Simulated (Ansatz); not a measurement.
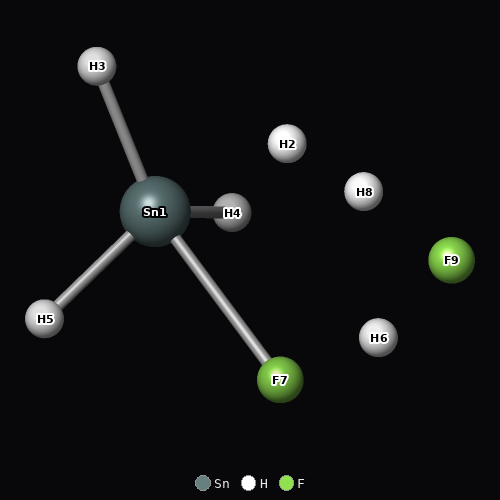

The system is the reacting system F2H6Sn (fragments H₄Sn + FH + FH where the first distance is long, FH₃Sn + H₂ + FH where the second is long); the picture shows the reference structure. Coordinates scanned: (1) distance H2–H8 (bond that forms); (2) distance H8–F9 (bond that breaks). Relaxed at each point: all other coordinates. Grid: 7 × 7 points. Points are written as (first, second). Energies are in kJ/mol, from a guessed transition structure relaxed with its forming and breaking bonds held. Energies and slopes of some neighbouring points disagree (a jump in structure or state, or too coarse a mesh). The reference is spin-restricted, so regions where a bond is pulled apart into radicals lie too high. Computed with RKS r2SCAN0-D4/def2-SVP in Ansatz.

Its coordinates:

```
atom    x (Å)    y (Å)    z (Å)
  Sn  -0.4047   0.1916  -1.1465
   H   0.8483  -1.1901   0.1003
   H  -0.1362  -1.1052  -2.2355
   H  -1.9832   0.1479  -0.5444
   H   0.2345   1.6087  -1.8134
   H   0.2626   0.5251   1.6633
   F   0.1435   1.3462   0.8015
   H   0.6349  -0.9619   1.0288
   F   0.4002  -0.5622   2.1460
```

Range: distance H2–H8 (bond that forms) from 0.666 to 1.866 Å; distance H8–F9 (bond that breaks) from 0.819 to 2.319 Å.

**What will the energy surface look like?**

The lowest grid point is at (0.794 Å, 2.319 Å), −151 kJ/mol from a guessed transition structure relaxed with its forming and breaking bonds held. It lies on the edge of the grid, but the force there points inwards, so the minimum lies inside the range. Other grid points that lie below all their neighbours: (1.389 Å, 0.979 Å) (25 kJ/mol higher). The energy also falls towards the edge at (1.866 Å, 2.319 Å) (3.1 kJ/mol above the lowest), where a further well may lie outside the range. The highest grid point, (0.666 Å, 0.819 Å), lies 408 kJ/mol above the lowest.

```
second ↓, first →  0.666  0.794  0.970  1.171  1.389  1.621  1.866
            2.319   −136   −151   −101     −9     94    194   −148
            2.013   −133   −150   −102    −13     88    185   −142
            1.723   −118   −139    −97    −14     81    173   −126
            1.450    −72   −104    −76     −7     68    102    −85
            1.199     32    −19    −56    −58    −46    −31    −18
            0.979    111     −8    −84   −117   −126   −126   −122
            0.819    256    108      2    −53    −76    −85    −87
```

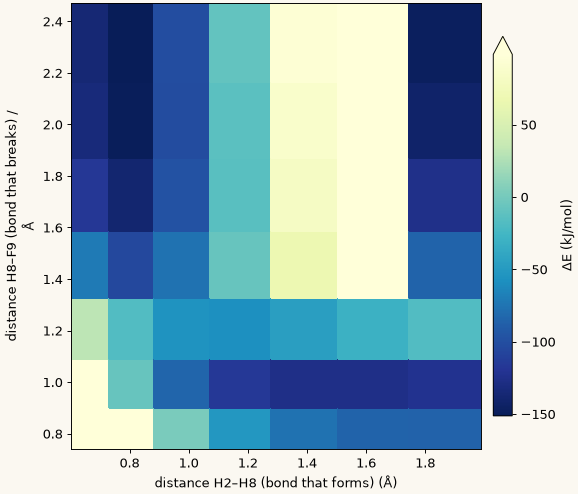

Drawn: one coloured cell a grid point, one colour for all values above the top of the scale.

Each point was launched as `ansatz run input.yaml --threads 1 --pin off --max-ram 2560MiB --backend cpu --events-out ev --progress --plain --runs-dir out`. Time for the 49 points that were run: 22 min on 1 thread of Arm Neoverse V2, on a shared host.
